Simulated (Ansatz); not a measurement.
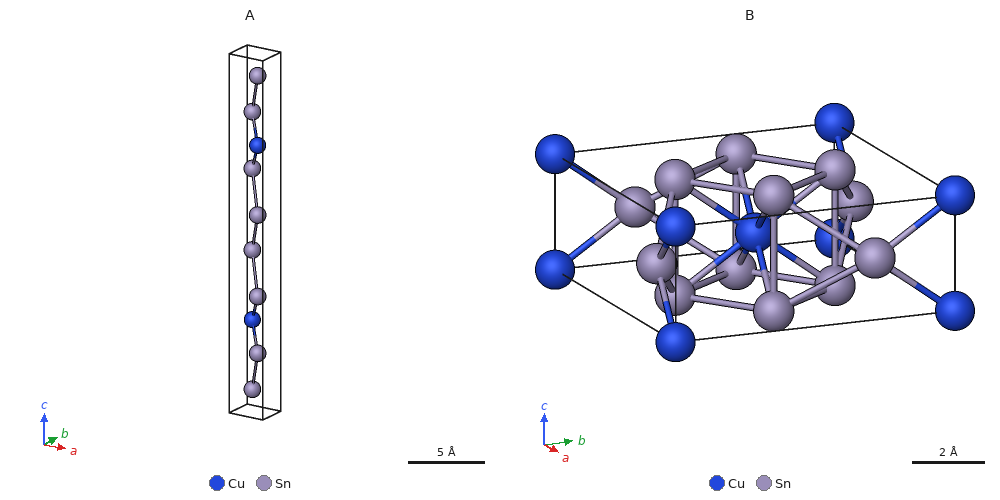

Two structures of CuSn₄, each relaxed to rest (conventional cells in solid outline, small ones repeated, not to one scale). Method: DFT PBE, scalar-relativistic, plane waves, PAW (Ansatz 0.2.0), without spin polarisation.

**Give the type and space group of each.**

A: 10 atoms a cell on a primitive hexagonal lattice, P6_3/mmc. B: 10 atoms a cell on a body-centred tetragonal lattice, I4/m.

**Which structure is more stable?**

B is lower, by 21 meV/atom at this level of theory (energies at zero smearing). Volumes: A 24.8, B 24.6 Å³/atom.

One or both may be structure types tried for this composition rather than known phases.
